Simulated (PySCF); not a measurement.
AlC (quartet)

| atom | x (Å) | y (Å) | z (Å) |
| --- | --- | --- | --- |
| Al | 0.0000 | 0.0000 | -0.6061 |
| C | 0.0000 | 0.0000 | 1.3629 |

The calculation used PBE0/def2-TZVP, non-relativistic Hamiltonian with scalar-relativistic core potentials where named, at a bond length of 1.969 Å in PySCF.

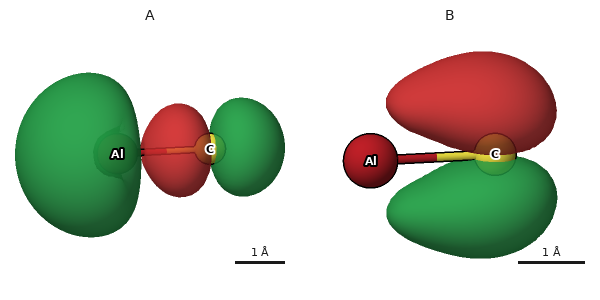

Figure 1. Two frontier α-spin orbitals, each drawn at the value that holds 80 % of its norm (green and red are the two phases), in no order; of a degenerate pair one member is drawn.

> Name the orbitals and rank them from lowest to highest energy.

Orbital B: π, occupied in this spin, −7.21 eV; mainly on C (80 %).
Orbital A: σ, occupied in this spin, −6.43 eV; shared between the atoms (Al 65 %, C 35 %).

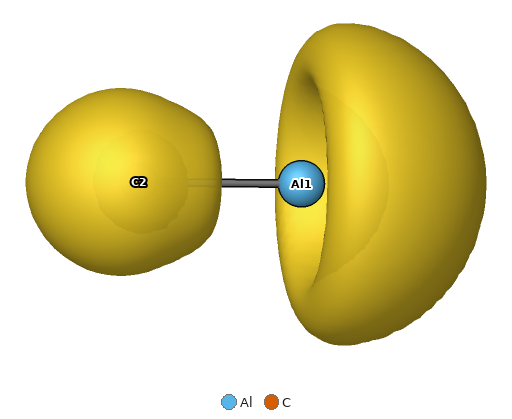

Figure 2. Isosurface of the electron localisation function at 0.8 (yellow), seen from one side. Only the valence region is drawn (cores and ρ < 0.01 e/Å³ removed).

> Where are the electrons localised?

The surface consists of one lobe on Al, pointing away from the bonds (non-bonding electrons) and one region wrapped around C (its valence shell). Profiles from the grid: C–Al (1.97 Å): the ELF peaks at about 0.90 in the valence shell of C, 0.7 Å from its nucleus, and is about 0.70 at the midpoint.

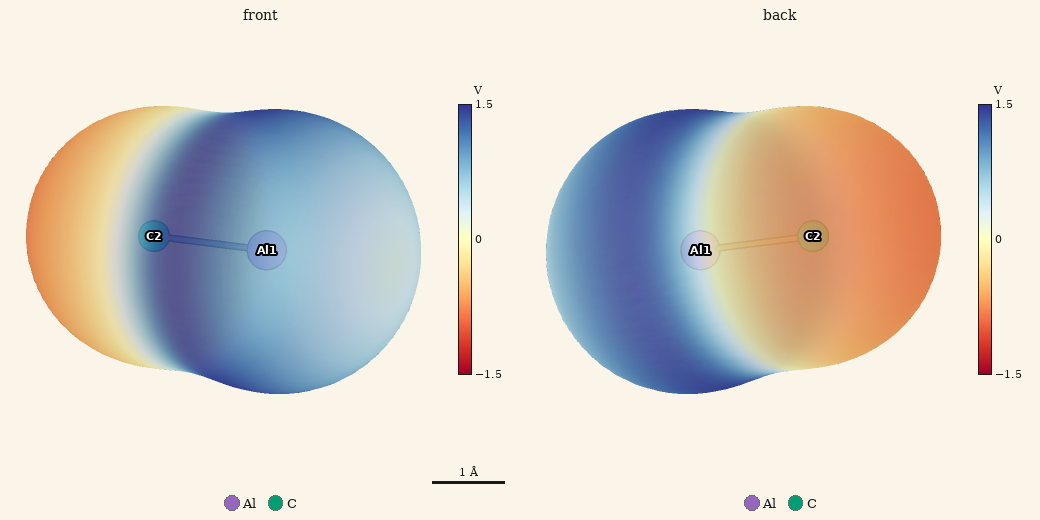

Figure 3. The molecular electrostatic potential painted on the density surface at 0.002 e/bohr³, seen from the front and from behind; the colour scale runs from red (negative) to blue (positive).

> Where is the surface potential most negative and most positive?

The most negative region (about −0.8 V) lies over C2, the most positive (about +1.4 V) over Al1.

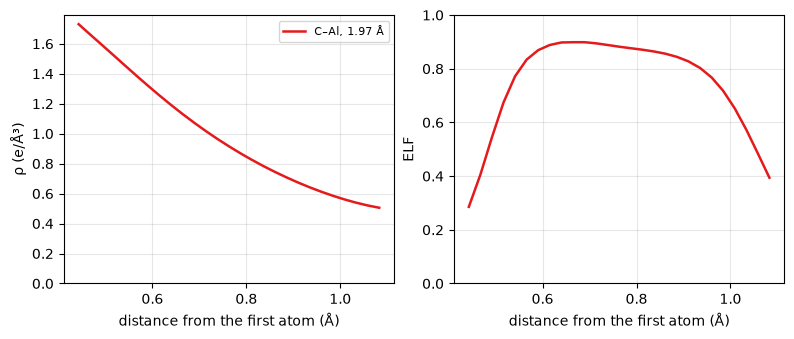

Figure 4. Total electron density and ELF along straight lines between neighbouring atoms. The curves leave out the atomic cores.

> What can be read from the curves?

C–Al (1.97 Å): the density is about 0.59 e/Å³ at the midpoint; the ELF peaks at about 0.90 in the valence shell of C, 0.7 Å from its nucleus, and is about 0.70 at the midpoint.
